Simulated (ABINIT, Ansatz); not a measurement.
# RbSrCl3 (Pm-3m): modes at Γ and the response to a field, part 2 of 2

Wanted: the vibrations of RbSrCl3 (Pm-3m) at Γ, by two programs.

ABINIT 10.8.3; DFT LDA, scalar-relativistic, plane waves, PseudoDojo norm-conserving pseudopotentials.

So far. Step 5 (Linear response at Γ): The acoustic modes at Γ come out as far as 0.4 cm⁻¹ from zero, where they should vanish, a small numerical error; the Born charges miss their sum rule by 0.016 e, which is good. The lowest optical mode is imaginary, 51i cm⁻¹, an instability at this level and on this k mesh. The relaxed cell has a = 5.489 Å (conventional setting).

The structure was built from a prototype and need not be the compound's stable phase.

### 6. Zone-centre analysis

anaddb reads the merged derivatives and imposes the acoustic sum rule.

Contents of anaddb.abi:

```
ddb_filepath "gamma_DDB"
output_file "anaddb.abo"
outdata_prefix "anaddb"
asr 1
chneut 1
enunit 2
eivec 1
nph1l 1
qph1l 0.0 0.0 0.0 1.0
dieflag 1
nph2l 3
qph2l 
    1.0 0.0 0.0 0.0
    0.0 0.0 1.0 0.0
    1.0 1.0 1.0 0.0
```

Contents of mrgddb.in:

```
gamma_DDB
merged
2
dfpt_gammao_DS2_DDB
gso_DDB
```

Run with:

```
$ mrgddb < mrgddb.in > mrgddb.log
$ OMP_NUM_THREADS=1 anaddb anaddb.abi > anaddb.log
```

anaddb.abo, the main output file:

```text
[banners, grids, parts of the stress and lines that vanish by symmetry left out]
-outvars_anaddb: echo values of input variables ----------------------

 Flags :
[...]
Dielectric Tensor and Effective Charges
[...]
Effective charge tensors after
[...]
Phonon wavevector (reduced coordinates) :  0.00000  0.00000  0.00000
 Phonon energies in Hartree :
[...]
Phonon energies in meV     :
- -6.282099E+00 -6.282099E+00 -6.282099E+00 -4.905511E+00 -4.905511E+00
- -4.905511E+00  0.000000E+00  0.000000E+00  0.000000E+00  8.229116E+00
-  8.229116E+00  8.229116E+00  3.409329E+01  3.409329E+01  3.409329E+01
 Phonon frequencies in cm-1    :
- -5.066854E+01 -5.066854E+01 -5.066854E+01 -3.956561E+01 -3.956561E+01
- -3.956561E+01  0.000000E+00  0.000000E+00  0.000000E+00  6.637230E+01
-  6.637230E+01  6.637230E+01  2.749809E+02  2.749809E+02  2.749809E+02
 Phonon frequencies in Thz     :
- -1.519005E+00 -1.519005E+00 -1.519005E+00 -1.186147E+00 -1.186147E+00
- -1.186147E+00  0.000000E+00  0.000000E+00  0.000000E+00  1.989791E+00
-  1.989791E+00  1.989791E+00  8.243720E+00  8.243720E+00  8.243720E+00
 Phonon energies in Kelvin  :
- -7.290073E+01 -7.290073E+01 -7.290073E+01 -5.692609E+01 -5.692609E+01
- -5.692609E+01  0.000000E+00  0.000000E+00  0.000000E+00  9.549493E+01
-  9.549493E+01  9.549493E+01  3.956362E+02  3.956362E+02  3.956362E+02
[...]
-  1  0.00000000E+00  0.00000000E+00  1.86295132E-03
-     0.00000000E+00  0.00000000E+00  0.00000000E+00
-  2  0.00000000E+00  0.00000000E+00 -1.77814614E-04
-     0.00000000E+00  0.00000000E+00  0.00000000E+00
-  3  0.00000000E+00  0.00000000E+00 -3.31836548E-04
-     0.00000000E+00  0.00000000E+00  0.00000000E+00
-  4  0.00000000E+00  0.00000000E+00 -1.85991596E-03
-     0.00000000E+00  0.00000000E+00  0.00000000E+00
-  5  0.00000000E+00  0.00000000E+00 -1.85991596E-03
-     0.00000000E+00  0.00000000E+00  0.00000000E+00
[...]
-  1  0.00000000E+00  1.86295132E-03  0.00000000E+00
-     0.00000000E+00  0.00000000E+00  0.00000000E+00
-  2  0.00000000E+00 -1.77814614E-04  0.00000000E+00
-     0.00000000E+00  0.00000000E+00  0.00000000E+00
-  3  0.00000000E+00 -1.85991596E-03  0.00000000E+00
-     0.00000000E+00  0.00000000E+00  0.00000000E+00
-  4  0.00000000E+00 -3.31836548E-04  0.00000000E+00
-     0.00000000E+00  0.00000000E+00  0.00000000E+00
-  5  0.00000000E+00 -1.85991596E-03  0.00000000E+00
-     0.00000000E+00  0.00000000E+00  0.00000000E+00
[...]
-  1  1.86295132E-03  0.00000000E+00  0.00000000E+00
-     0.00000000E+00  0.00000000E+00  0.00000000E+00
-  2 -1.77814614E-04  0.00000000E+00  0.00000000E+00
-     0.00000000E+00  0.00000000E+00  0.00000000E+00
-  3 -1.85991596E-03  0.00000000E+00  0.00000000E+00
-     0.00000000E+00  0.00000000E+00  0.00000000E+00
[...]
-     0.00000000E+00  0.00000000E+00  0.00000000E+00
[...]
-  1  1.61446860E-05  0.00000000E+00  0.00000000E+00
-     0.00000000E+00  0.00000000E+00  0.00000000E+00
-  2  1.22302649E-03  0.00000000E+00  0.00000000E+00
-     0.00000000E+00  0.00000000E+00  0.00000000E+00
-  3  1.80285001E-04  0.00000000E+00  0.00000000E+00
-     0.00000000E+00  0.00000000E+00  0.00000000E+00
-  4  1.80285001E-04 -1.35159174E-07  0.00000000E+00
-     0.00000000E+00  0.00000000E+00  0.00000000E+00
-  5 -3.42215442E-03  0.00000000E+00  0.00000000E+00
-     0.00000000E+00  0.00000000E+00  0.00000000E+00
[...]
-     1          0.000000    -0.000003     1.813903     1.813903
-     2          0.000022     1.813903     0.000003     1.813903
[...]
-     8          0.000000     0.000002    -0.000000     0.000002
-     9          0.000002    -0.000000    -0.000000     0.000002
-    10         -0.000000    -0.000003    -0.915709     0.915709
-    11         -0.000003    -0.915709     0.000003     0.915709
-    12         -0.915709     0.000003     0.000000     0.915709
-    13         -0.000000    -0.000000     2.515737     2.515737
-    14          0.000099    -2.515737    -0.000000     2.515737
-    15          2.515737     0.000099     0.000000     2.515737
[...]
-   1     Real    0.0000E+00  0.0000E+00  3.4649E-05  0.0000E+00  7.5733E-12 -5.0586E-11  3.4649E-05
[...]
-   2     Real    0.0000E+00  3.4649E-05  0.0000E+00  4.1142E-10  0.0000E+00  5.0586E-11  3.4649E-05
[...]
-   3     Real    3.4649E-05  0.0000E+00  0.0000E+00 -4.1142E-10 -7.5739E-12  0.0000E+00  3.4649E-05
[...]
-   4     Real    0.0000E+00  0.0000E+00  0.0000E+00  0.0000E+00  0.0000E+00  0.0000E+00  0.0000E+00
[...]
-   5     Real    0.0000E+00  0.0000E+00  0.0000E+00  0.0000E+00  0.0000E+00  0.0000E+00  0.0000E+00
[...]
-   6     Real    0.0000E+00  0.0000E+00  0.0000E+00  0.0000E+00  0.0000E+00  0.0000E+00  0.0000E+00
[...]
-   7     Real    0.0000E+00  0.0000E+00  0.0000E+00  0.0000E+00  0.0000E+00  0.0000E+00  0.0000E+00
[...]
-   8     Real    0.0000E+00  0.0000E+00  0.0000E+00  0.0000E+00  0.0000E+00  0.0000E+00  0.0000E+00
[...]
-   9     Real    0.0000E+00  0.0000E+00  0.0000E+00  0.0000E+00  0.0000E+00  0.0000E+00  0.0000E+00
[...]
-  10     Real    0.0000E+00  0.0000E+00  8.3919E-06  0.0000E+00  1.8625E-12  2.7072E-11  8.3919E-06
[...]
-  11     Real    0.0000E+00  8.3919E-06  0.0000E+00  2.5284E-11  0.0000E+00 -2.7072E-11  8.3919E-06
[...]
-  12     Real    8.3919E-06  0.0000E+00  0.0000E+00 -2.5284E-11 -1.8624E-12  0.0000E+00  8.3919E-06
[...]
-  13     Real    0.0000E+00  0.0000E+00  8.3999E-05  0.0000E+00  0.0000E+00  0.0000E+00  8.3999E-05
[...]
-  14     Real    1.3103E-13  8.3999E-05  0.0000E+00 -3.3176E-09  0.0000E+00  0.0000E+00  8.3999E-05
[...]
-  15     Real    8.3999E-05  1.3103E-13  0.0000E+00  3.3176E-09  0.0000E+00  0.0000E+00  8.3999E-05
[...]
could try to raise your convergence parameters (ecut and k-points).
[...]
could try to raise your convergence parameters (ecut and k-points).
[...]
...

 abinit_abort: decision taken to exit. Check above messages for more info
```

Run time: 0.55 s. Hardware: 1 thread of Arm Neoverse V1, shared host.

The program refused the input: “The lowest mode appears to be a "true" negative mode, and not an acoustic mode”.

With an imaginary mode the lattice part of the dielectric tensor has no meaning; dieflag 2 would ask for the electronic part alone. The modes stand as the response run printed them.

### 7. A second program

The same cell, potentials and cutoff go through another code, on another k mesh. Its k mesh is centred on Γ.

This step: DFT LDA, scalar-relativistic, plane waves, PseudoDojo norm-conserving pseudopotentials (Ansatz 0.2.0).

Contents of input.yaml:

```yaml
crystal:
  lattice:
    - [5.489462204, 0.0, 0.0]
    - [0.0, 5.489462204, 0.0]
    - [0.0, 0.0, 5.489462204]
  atoms:
    - { symbol: Rb, position: [0.0, 0.0, 0.0] }
    - { symbol: Sr, position: [0.5, 0.5, 0.5] }
    - { symbol: Cl, position: [0.5, 0.5, 0.0] }
    - { symbol: Cl, position: [0.5, 0.0, 0.5] }
    - { symbol: Cl, position: [0.0, 0.5, 0.5] }
kpoints:
  mp_grid: { grid: [4, 4, 4] }
hamiltonian:
  xc: lda
  pseudopotentials: { kind: nc, accuracy: standard }
scf:
  occupations: { method: fixed }
output:
  eigenvalues: true
basis:
  ecutwfc: 761.919
phonons:
  method: dfpt
  dielectric: true
  rigid_motions: translations
```

Run with:

```
$ ansatz run input.yaml --threads 4 --pin off --max-ram 8192MiB --backend cpu --events-out ev --progress --plain --runs-dir out
```

Log:

```text
Warning: basis.ecutwfc = 761.919 eV is below the records' recommended 925.187132 eV, and the density's cutoff is lower with it unless basis.ecutrho_ratio is high enough to keep the records' density cutoff: compare with a run at a higher cutoff
Engine: ansatz 0.2.0, aarch64-unknown-linux-gnu
Pseudopotentials: kind: nc
Pseudopotential: Rb, nc, valence charge 9, recommended cutoff 571.439111 eV (normal), Rb.nc.azcp (PseudoDojo's, or run here from an input of PseudoDojo's; its table is named by hamiltonian.pseudopotentials.accuracy)
Pseudopotential: Sr, nc, valence charge 10, recommended cutoff 925.187132 eV (normal), Sr.nc.azcp (PseudoDojo's, or run here from an input of PseudoDojo's; its table is named by hamiltonian.pseudopotentials.accuracy)
Pseudopotential: Cl, nc, valence charge 7, recommended cutoff 761.918815 eV (normal), Cl.nc.azcp (PseudoDojo's, or run here from an input of PseudoDojo's; its table is named by hamiltonian.pseudopotentials.accuracy)
Functional definition: SPW92
  exchange = slater_x
  correlation = pw_c
Crystal: 5 atoms, lattice volume = 165.421 Å³
Basis set: ecut = 761.919 eV, 7881 PW (Γ), exchange–correlation on 100×100×100 points (8 copies of the dense FFT grid, shifted against one another)
Bands: 25, of which v1, the nominal top of the filled ones, is band 20 counted from 1 (19 counted from 0)
Symmetry: 48 space group operations
k-points: 30 of 64 (irreducible under 2 space group operations, time reversal used)
Non-local potential: Rb, projectors of the file, l = 0: 2, l = 1: 2, l = 2: 2
Non-local potential: Sr, projectors of the file, l = 0: 2, l = 1: 2, l = 2: 2
Non-local potential: Cl, projectors of the file, l = 0: 2, l = 1: 2, l = 2: 2
Initial density: superposition of atomic densities (chi_scale 0.1, normalization cell, long waves kept (reshape's long-wave potential 0.01 eV rms))
Initial wavefunctions: pseudopotential atomic-orbital guess
Functional: x = slater, c = lda
SCF iter   1: F=—  HF=-3022.311696 eV  |F-HF|=—  |Δ(HF+E_count)|=         —  Δρ=4.04e-2  dr2=5.12e0  ethr=3.10e-3  ⟨swp⟩=7.5  Hψ=3856  notcnv=0  defer=85
preconditioner: auto → Resta (q_TF=auto, 2.153 Å⁻¹)  ε∞=3.1  [insulator: Δε(μ)=3.521 eV  Ē_g=10.901 eV  n_scr=26 (ndim 8)  ℏωp=15.8 eV  f_vac=0.000  ε∞_Penn≈3.1]
SCF iter   2: F=—  HF=-3020.450273 eV  |F-HF|=—  |Δ(HF+E_count)|=    1.86e0  Δρ=1.43e-2  dr2=8.20e-1  ethr=3.10e-3  ⟨swp⟩=4.7  Hψ=1995  notcnv=0  defer=69
SCF iter   3: F=—  HF=-3020.085640 eV  |F-HF|=—  |Δ(HF+E_count)|=   3.65e-1  Δρ=4.66e-3  dr2=6.54e-2  ethr=2.05e-3  ⟨swp⟩=4.5  Hψ=1627  notcnv=0  defer=71
SCF iter   4: F=—  HF=-3020.063534 eV  |F-HF|=—  |Δ(HF+E_count)|=   2.21e-2  Δρ=9.89e-4  dr2=2.31e-3  ethr=1.64e-4  ⟨swp⟩=4.2  Hψ=1600  notcnv=0  defer=80
SCF iter   5: F=—  HF=-3020.064001 eV  |F-HF|=—  |Δ(HF+E_count)|=   4.68e-4  Δρ=1.78e-4  dr2=6.07e-5  ethr=5.76e-6  ⟨swp⟩=2.8  Hψ=1345  notcnv=0  defer=79
SCF iter   6: F=—  HF=-3020.064059 eV  |F-HF|=—  |Δ(HF+E_count)|=   5.76e-5  Δρ=2.23e-5  dr2=9.17e-7  ethr=1.52e-7  ⟨swp⟩=2.4  Hψ=1331  notcnv=0  defer=78
SCF iter   7: F=—  HF=-3020.063761 eV  |F-HF|=—  |Δ(HF+E_count)|=   2.98e-4  Δρ=4.31e-6  dr2=4.93e-8  ethr=2.29e-9  ⟨swp⟩=2.4  Hψ=1076  notcnv=0  defer=67
SCF iter   8: F=—  HF=-3020.063761 eV  |F-HF|=—  |Δ(HF+E_count)|=   6.47e-8  Δρ=8.05e-7  dr2=1.22e-9  ethr=1.23e-10  ⟨swp⟩=2.5  Hψ=1237  notcnv=0  defer=67
SCF iter   9: F=-3020.063761 eV  HF=-3020.063761 eV  |F-HF|=7.28e-12  |Δ(HF+E_count)|=  9.68e-10  Δρ=1.40e-7  dr2=3.27e-11  ethr=1.00e-12  ⟨swp⟩=20.7  Hψ=7744  notcnv=0
SCF 1 converged in 9 iterations: F = -3020.063761 eV  dr2 = 3.27e-11
DFPT response loops at Γ: preconditioner auto → none (the input reference at scf.mixing.eps_inf says where Resta's filter doesn't serve); β = 0.50; Broyden in place of MSR1
── the response to a field inside a basis, on 4×4×4 k-points: an SCF that follows is theirs, and a resumed run solves both again ──
Bands: 21, of which v1, the nominal top of the filled ones, is band 20 counted from 1 (19 counted from 0)
k-points: 4 of 64
Initial density: handed on by an earlier stage of this run
Initial wavefunctions: pseudopotential atomic-orbital guess (no wavefunctions were taken with the density)
Eigensolver: Dense (4 Hₖ)
SCF iter   1: F=—  HF=-3020.059144 eV  |F-HF|=—  |Δ(HF+E_count)|=         —  Δρ=1.57e-4  dr2=4.44e-6  ethr=1.00e-1
preconditioner: auto → Resta (q_TF=auto, 2.153 Å⁻¹)  ε∞=3.0  [insulator: Δε(μ)=5.016 eV  Ē_g=12.353 eV  n_scr=26 (ndim 8)  ℏωp=17.3 eV  f_vac=0.051  ε∞_Penn≈3.0]
SCF iter   2: F=—  HF=-3020.059145 eV  |F-HF|=—  |Δ(HF+E_count)|=   1.21e-6  Δρ=8.05e-5  dr2=1.18e-6  ethr=1.11e-8
SCF iter   3: F=-3020.059146 eV  HF=-3020.059146 eV  |F-HF|=3.00e-9  |Δ(HF+E_count)|=   4.71e-7  Δρ=1.94e-6  dr2=7.35e-9  ethr=2.95e-9
SCF 1 converged in 3 iterations: F = -3020.059146 eV  dr2 = 7.35e-9
DFPT response loops at Γ: mixed as the last ones told, above
SCF converged after 9 iterations
Free energy (F): -3020.063761 eV
Harris-Foulkes:  -3020.063761 eV  (|F-HF|=7.28e-12)
Internal energy: -3020.063761 eV  (E = F + TS)
E sigma→0 (E₀):  -3020.063761 eV
Fermi energy:    1.364042 eV
--- Per-component energies (eV) ---
  E_band       = -284.207567
  E_kinetic    = 904.905962
  E_local      = -2068.775802  (includes V_loc(G=0)·N_el)
  E_nonlocal   = 293.997704
  E_hartree    = 610.647377
  E_xc         = -784.657234
  E_vxc        = -635.630150  (∫ρ·V_xc dr)
  E_ewald      = -1976.181769
  E_smearing   = -0.000000  (= −TS)
  E_closure    = 0.000000  (closes the sum)
  Σ components = -3020.063761   (vs F -3020.063761, Δ=0.00e0)
--- Band table (eV; the first three rows and the last of 30) ---
  k-point 0: bands = [... 16 lower, 0.8680, 1.1811, 1.1811, 1.1811, 5.8101, 7.1166, 7.1166, 7.1166, ... 1 higher]
  k-point 1: bands = [... 16 lower, 0.7497, 0.7969, 1.1237, 1.1237, 6.4515, 7.2488, 7.7121, 7.7121, ... 1 higher]
  k-point 2: bands = [... 16 lower, 0.5647, 0.7290, 1.0869, 1.0869, 7.4125, 7.5716, 7.9293, 8.5969, ... 1 higher]
  k-point 29: bands = [... 16 lower, -0.1053, 1.3640, 1.3640, 1.3640, 7.5495, 8.3744, 8.3744, 8.3744, ... 1 higher]
--- Phonons (Γ-DFPT): 4 representative perturbations + reference, on 30 of 64 k-points (Σ response iterations 12) ---
  k mesh reduced under 2 symmetry operations, with k and −k counted as one. Each operation leaves every solved perturbation unchanged. A smaller set is not considered because the run solves the response to a homogeneous field
  ASR residual: 3.101e-4 → 0.000e0 eV/Å²; symmetrization residual: 1.390e-5 eV/Å²
  ASR residual per site (eV/Å²): 5.79e-5 2.11e-4 3.10e-4 3.10e-4 3.10e-4
  Γ frequencies (cm⁻¹): -50.89 -50.89 -50.89 -40.34 -40.34 -40.34 0.00 0.00 0.00 65.80 65.80 65.80 274.95 274.95 274.95
  ε∞ (high-frequency dielectric tensor):
        2.627386     0.000000     0.000000
        0.000000     2.627386     0.000000
        0.000000     0.000000     2.627386
  softest optical mode at Γ: -50.89 cm⁻¹; the repairs (sum rule, projections) moved no ω² at Γ by more than (1.99 cm⁻¹)²
  Born effective charges Z* (e; rows j = field, columns β = displacement):
    site 0:
         1.28363    0.00000   -0.00000
         0.00000    1.28363    0.00000
         0.00000    0.00000    1.28363
    site 1:
         2.39364    0.00000   -0.00000
         0.00000    2.39364    0.00000
         0.00000    0.00000    2.39364
    site 2:
        -0.88365    0.00000   -0.00000
        -0.00000   -0.88365    0.00000
         0.00000    0.00000   -1.90996
    site 3:
        -0.88365   -0.00000   -0.00000
         0.00000   -1.90996    0.00000
        -0.00000    0.00000   -0.88365
    site 4:
        -1.90996   -0.00000    0.00000
         0.00000   -0.88365    0.00000
         0.00000    0.00000   -0.88365
  Z* charge neutrality: 1.616e-2 e pre-enforcement
  solved inside a basis spanned on kpoints, on 4×4×4 k-points, its susceptibility summed on 8×8×8: ε∞ is read to err by 6.8e-3, Z* by 1.9e-2 e (field_mesh: kpoints solves on kpoints); Z* is corrected for what the basis lacks
  optical modes at Γ without the LO–TO term, one row a degenerate level:
      ω (cm⁻¹)  modes    IR ((D/Å)²/amu)
        -50.89      3             4.4020
        -40.34      3             0.0000
         65.80      3             1.0386
        274.95      3            10.5908
  optical modes at Γ + LO–TO along q̂ = [1.0000, 0.0000, 0.0000]:
      ω (cm⁻¹)  modes    IR ((D/Å)²/amu)
        -50.89      2             2.9347
        -40.34      3             0.0000
         37.24      1             0.3113
         65.80      2             0.6924
         86.49      1             0.8286
        274.95      2             7.0606
        307.73      1             4.2039
  optical modes at Γ + LO–TO along q̂ = [0.0000, 1.0000, 0.0000]:
      ω (cm⁻¹)  modes    IR ((D/Å)²/amu)
        -50.89      2             2.9347
        -40.34      3             0.0000
         37.24      1             0.3113
         65.80      2             0.6924
         86.49      1             0.8286
        274.95      2             7.0606
        307.73      1             4.2039
  optical modes at Γ + LO–TO along q̂ = [0.0000, 0.0000, 1.0000]:
      ω (cm⁻¹)  modes    IR ((D/Å)²/amu)
        -50.89      2             2.9347
        -40.34      3             0.0000
         37.24      1             0.3113
         65.80      2             0.6924
         86.49      1             0.8286
        274.95      2             7.0606
        307.73      1             4.2039
```

Wall time 59 s (4 threads); peak memory 1.5 GiB; 3.8 min of CPU time.

This step gave:

| Property | Result |
| --- | --- |
| sum-rule residual before enforcement | 3.10e-4 eV/Å² |
| miss of the charge sum rule | 0.01616 e |
| estimated error of the dielectric tensor | 0.006803 |
| estimated error of the Born charges | 0.01901 e |
| highest optical zone-centre mode (no LO-TO term) | 274.9 cm⁻¹ |
| lowest optical zone-centre mode | -50.89 cm⁻¹ |
| mean high-frequency dielectric constant | 2.627 |
| largest Born charge in size (third of the trace) | 2.394 e |
| highest mode moved by the LO-TO term | 307.7 cm⁻¹ |

Transverse modes; imaginary modes left out. Lines of the infrared spectrum (strongest = 100):

```csv
position (cm⁻¹),label,"IR intensity ((D/Å)²/amu), degenerate modes summed, relative"
66,T1u,10
275,T1u,100
```

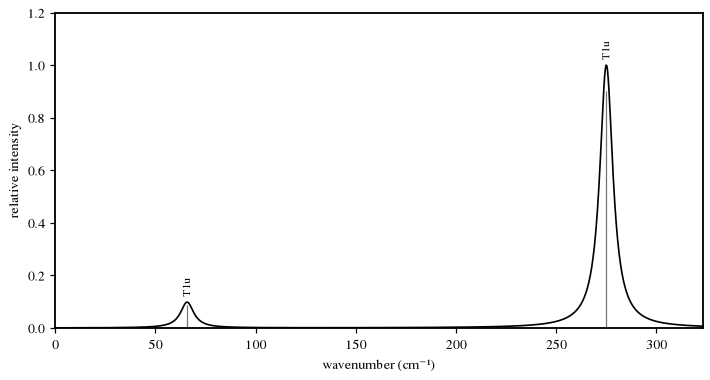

The infrared spectrum, broadened with Lorentzians of width 8 cm⁻¹; bars mark the lines.

### 8. Side by side: ABINIT PseudoDojo and Ansatz, PseudoDojo

Numbers from this step:

```yaml
root_mean_square_difference: 0.5 cm⁻¹
largest_difference: 0.78 cm⁻¹
```

The 12 of 12 modes that differ most. Frequencies side by side:

```csv
q (reciprocal lattice),mode,ABINIT PseudoDojo (cm⁻¹),"Ansatz, PseudoDojo (cm⁻¹)"
0 0 0,1,-50.67,-50.89
0 0 0,2,-50.67,-50.89
0 0 0,3,-50.67,-50.89
0 0 0,4,-39.56,-40.34
0 0 0,5,-39.56,-40.34
0 0 0,6,-39.56,-40.34
0 0 0,10,66.37,65.8
0 0 0,11,66.37,65.8
0 0 0,12,66.37,65.8
0 0 0,13,275,274.9
0 0 0,14,275,274.9
0 0 0,15,275,274.9
```

The two runs side by side. Further quantities:

```csv
quantity,ABINIT PseudoDojo,"Ansatz, PseudoDojo"
mean ε∞,2.623,2.627
"largest Born charge in size (e; the first before, the second after the charge sum rule)",2.397,2.394
```

At the zone centre the largest difference (acoustic modes at Γ apart) is 0.3 % of the highest mode.

### 9. Summary of results

| Quantity | Value |
| --- | --- |
| space group after relaxation | Pm-3m |
| volume per atom | 33.1 Å³ |
| highest optical zone-centre mode (no LO-TO term) | 275.0 cm⁻¹ |
| lowest optical zone-centre mode | -50.7 cm⁻¹ |
| mean high-frequency dielectric constant | 2.62 |
| largest Born charge in size (third of the trace) | 2.40 e |
| largest difference from Ansatz, PseudoDojo | 0.78 cm⁻¹ |

In words: At the LDA level the optical modes of RbSrCl3 (Pm-3m) at the zone centre (no LO-TO term) run from 51i to 275 cm⁻¹, so the structure is a saddle point, with 6 modes beyond 10i cm⁻¹ there. ABINIT PseudoDojo and Ansatz, PseudoDojo agree to 0.78 cm⁻¹ (0.3 % of the highest mode compared) on all solved modes but the acoustic ones at Γ, without the LO-TO term. These are harmonic frequencies at zero temperature: anharmonic shifts and linewidths and thermal expansion are left out. Ansatz warns that the cutoff lies 18 % under the one recommended for these files; agreement at one cutoff is not convergence. The structure is a hypothetical one, built on a prototype.

[Host names and launcher messages were left out of these logs when they were recorded.]

[Logs are printed without paths, hosts, clocks, repeated set-up lines and the standing remarks that a program may print on its own settings, such as how far it seeks lower states.]

[Hosts, paths, dates, database ids (printed as entryN), source tags and the programs' standing remarks are cut or masked in the printed files.]
